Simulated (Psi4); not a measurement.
# B2PLYP/def2-SVP (density fitting, density fitting for correlation, sweep point 6) run of C2H6Si (SMILES C[Si]C)

What is the vertical ionisation energy of C2H6Si at B2PLYP/def2-SVP (density fitting, density fitting for correlation, sweep point 6)? 

The calculation is run with Psi4 1.11.

4 further runs of the same task are left out: 4 set aside as unsound or not needed. Runs told in other sessions of the task aren't counted.

## 1. The molecule

The species is C2H6Si (9 atoms), meant as a singlet with charge 0. SMILES: `C[Si]C`. Geometry: relaxed at PBE0-D4/def2-TZVP.

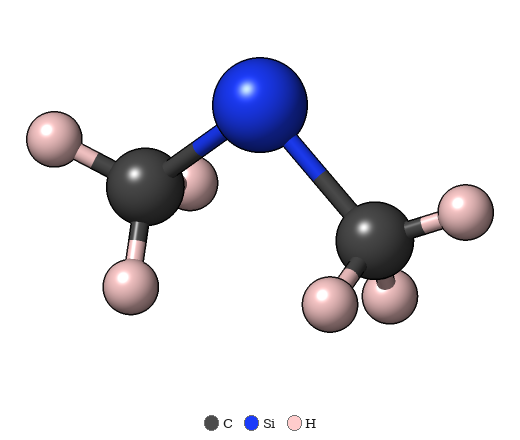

The structure, seen from a chosen angle (carbon dark grey, silicon blue, hydrogen pink).

## 2. The energy at B2PLYP/def2-SVP (density fitting, density fitting for correlation, sweep point 6)

The input, input.in:

```
memory 1.6 GB

molecule {
  0 1
  C     -0.527400     1.047300    -0.805300
  Si     0.896800    -0.199700    -0.912800
  C      0.601900    -1.069400     0.746000
  H     -1.430700     0.480400    -1.082200
  H     -0.439700     1.875000    -1.511000
  H     -0.703500     1.436700     0.202600
  H     -0.455600    -1.193000     1.001000
  H      1.117900    -2.026600     0.837300
  H      1.028800    -0.397000     1.507100
  symmetry c1
}

set {
  basis def2-SVP
  puream true
  scf_type df
  num_frozen_docc 7
  dft_radial_points 99
  dft_spherical_points 590
}

energy_value = energy("b2plyp")
```

On the command line:

```console
$ psi4 -i input.in -o input.out -n 1
```

input.out:

```text
[...]
  Running in c1 symmetry.
[...]
  Nuclear repulsion =   97.704789447202899
[...]
  Multiplicity = 1
[...]
  Nalpha       = 16
  Nbeta        = 16
[...]
    Number of basis functions: 76
[...]
   @DF-RKS iter   1:  -368.52222949980120   -4.65311e-01   8.67861e-03 ADIIS/DIIS
[...]
   @DF-RKS iter   7:  -368.75880565276941   -4.61905e-08   7.03533e-07 DIIS
[...]
    Orbital Energies [Eh]
    ---------------------
    Doubly Occupied:
       1A    -67.212458     2A    -10.602049     3A    -10.602018
       4A     -5.624962     5A     -3.884304     6A     -3.878709
       7A     -3.876362     8A     -0.807848     9A     -0.771619
      10A     -0.514080    11A     -0.480897    12A     -0.474922
      13A     -0.453507    14A     -0.451428    15A     -0.353708
      16A     -0.248068
[...]
  @DF-RKS Final Energy:  -368.75880565276941
   => Energetics <=
    Nuclear Repulsion Energy =             97.7047894472028986
    One-Electron Energy =                -700.8340791293792336
    Two-Electron Energy =                 250.5916630797920561
    DFT Exchange-Correlation Energy =     -16.2211790503850963
    Empirical Dispersion Energy =           0.0000000000000000
    VV10 Nonlocal Energy =                  0.0000000000000000
    Total Energy =                       -368.7588056527694107
[...]
 Multipole Moments:
 ------------------------------------------------------------------------------------
     Multipole            Electronic (a.u.)      Nuclear  (a.u.)        Total (a.u.)
 ------------------------------------------------------------------------------------
 L = 1.  Multiply by 2.5417464519 to convert [e a0] to [Debye]
 Dipole X            :          2.8903690           -3.2500799           -0.3597109
 Dipole Y            :         -0.6334900            0.7124682            0.0789782
 Dipole Z            :         -2.9666788            3.3359784            0.3692996
 Magnitude           :                                                    0.5215474
[...]
```

It took 13 s on 1 thread of Intel Xeon Platinum 8259CL at 2.50GHz (Skylake/Cascade Lake), shared host; peak memory 1.2 GiB.

## 3. The doublet cation

The input, c2h6si.in:

```
memory 1.6 GB

molecule mol {
  1 2
  C     -0.527400     1.047300    -0.805300
  Si     0.896800    -0.199700    -0.912800
  C      0.601900    -1.069400     0.746000
  H     -1.430700     0.480400    -1.082200
  H     -0.439700     1.875000    -1.511000
  H     -0.703500     1.436700     0.202600
  H     -0.455600    -1.193000     1.001000
  H      1.117900    -2.026600     0.837300
  H      1.028800    -0.397000     1.507100
  symmetry c1
}

set reference uks
set puream true
set scf_type df
set num_frozen_docc 7
set dft_radial_points 99
set dft_spherical_points 590
set maxiter 100

energy_value = energy('b2plyp/def2-SVP')
print_variables()
```

On the command line:

```console
$ psi4 -n 1 c2h6si.in c2h6si.out
```

c2h6si.out:

```text
[...]
  Running in c1 symmetry.
[...]
  Nuclear repulsion =   97.704789447202899
[...]
  Multiplicity = 2
[...]
  Nalpha       = 16
  Nbeta        = 15
[...]
    Number of basis functions: 76
[...]
   @DF-UKS iter   1:  -368.24671501453355   -1.89797e-01   8.19268e-03 DIIS/ADIIS
[...]
   @DF-UKS iter   9:  -368.47159172162048   -3.39744e-08   3.61555e-07 DIIS
[...]
   @S^2 Observed:                7.550387944E-01
[...]
    Orbital Energies [Eh]
    ---------------------
    Alpha Occupied:
       1A    -67.522869     2A    -10.830729     3A    -10.830696
       4A     -5.932665     5A     -4.190510     6A     -4.190465
       7A     -4.182876     8A     -1.036238     9A     -0.990835
      10A     -0.770372    11A     -0.696352    12A     -0.688198
      13A     -0.668320    14A     -0.662971    15A     -0.591190
      16A     -0.546820
    Alpha Virtual:
      17A     -0.278284    18A     -0.133458    19A     -0.091624
      20A     -0.028095    21A     -0.012025    22A     -0.008122
      23A      0.005463    24A      0.014961    25A      0.028022
[...]
  @DF-UKS Final Energy:  -368.47159172162048
   => Energetics <=
    Nuclear Repulsion Energy =             97.7047894472028986
    One-Electron Energy =                -692.8562293575020021
    Two-Electron Energy =                 242.7611305771828825
    DFT Exchange-Correlation Energy =     -16.0812823885042135
    Empirical Dispersion Energy =           0.0000000000000000
    VV10 Nonlocal Energy =                  0.0000000000000000
    Total Energy =                       -368.4715917216204843
  UHF NO Occupations:
  HONO-2 :   14  A 1.9992370
  HONO-1 :   15  A 1.9983825
[...]
 Multipole Moments:
 ------------------------------------------------------------------------------------
     Multipole            Electronic (a.u.)      Nuclear  (a.u.)        Total (a.u.)
 ------------------------------------------------------------------------------------
 L = 1.  Multiply by 2.5417464519 to convert [e a0] to [Debye]
 Dipole X            :          3.5100342           -3.2500799            0.2599543
 Dipole Y            :         -0.7696984            0.7124682           -0.0572301
 Dipole Z            :         -3.6038778            3.3359784           -0.2678994
 Magnitude           :                                                    0.3776528
[...]
```

Run time: 21 s. Hardware: 1 thread of Intel Xeon Platinum 8259CL at 2.50GHz (Skylake/Cascade Lake), shared host; peak memory 1.2 GiB.

## 4. What came out

At B2PLYP/def2-SVP (density fitting, density fitting for correlation, sweep point 6), 7 core orbitals frozen:

| quantity | value |
| --- | --- |
| singlet C2H6Si: total energy | -368.88318 Eh |
| singlet C2H6Si: HOMO energy (SCF part's orbitals) | -6.75 eV |
| singlet C2H6Si: LUMO energy (SCF part's orbitals) | -0.71 eV |
| singlet C2H6Si: HOMO–LUMO gap (SCF part's orbitals) | 6.04 eV |
| doublet cation: total energy | -368.58822 Eh |
| doublet cation: HOMO energy (SCF part's orbitals) (highest over α and β) | -14.88 eV |
| doublet cation: LUMO energy (SCF part's orbitals) (lowest over α and β) | -8.87 eV |
| doublet cation: ⟨S²⟩ | 0.755 |
| vertical ionisation energy (to the doublet cation) | 8.026 eV |

What this shows: The vertical ionisation energy comes to 8.03 eV (774 kJ/mol). −ε(HOMO) before ionisation, 6.75 eV, is 1.28 eV below this ionisation energy.
